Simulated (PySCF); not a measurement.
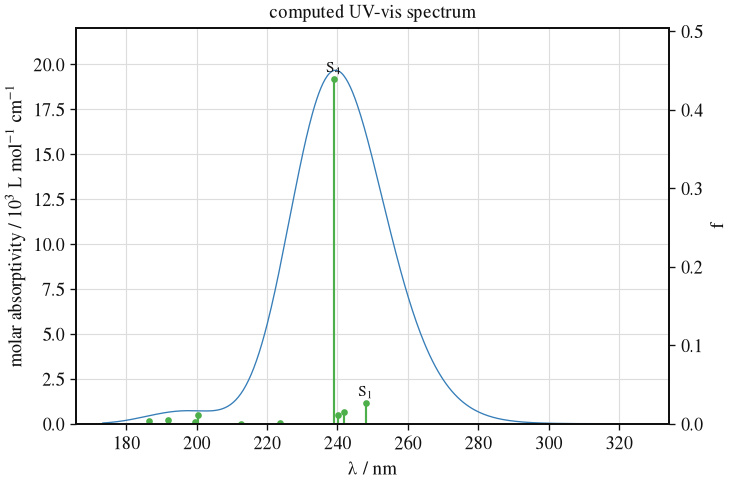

Computed absorption of C₄H₆S (divinyl sulfide), SMILES C=CSC=C. Vertical TDDFT excitations, PBE0/aug-cc-pVTZ, PySCF, at a PBE0-D3(BJ)/def2-TZVP geometry (no frequency check), gas phase. The lowest 10 singlet states are shown; each is broadened by a Gaussian of 1/e half-width 0.40 eV. Sticks give oscillator strengths (right axis).

Question: Where is the maximum of the broadened curve, and how high is it?

Answer: At about 5.2 eV (240 nm), with ε near 20000 L mol⁻¹ cm⁻¹.

Question: Which of the computed transitions is the brightest, and what character does the calculation give it?

Answer: S4 at 5.19 eV (239 nm), f = 0.438, mainly HOMO → LUMO (83 %) (S3 lies within 0.06 eV, too close to order).

Question: Where is the lowest singlet, and is it bright?

Answer: S1 lies at 5.00 eV (248 nm) with f = 0.026, mixed, the largest part being HOMO → LUMO+3 (43 %); it is weak.

Known limits of this run: states above the negative HOMO energy depend on the basis; one conformer of a flexible molecule; core orbitals are frozen in the response.
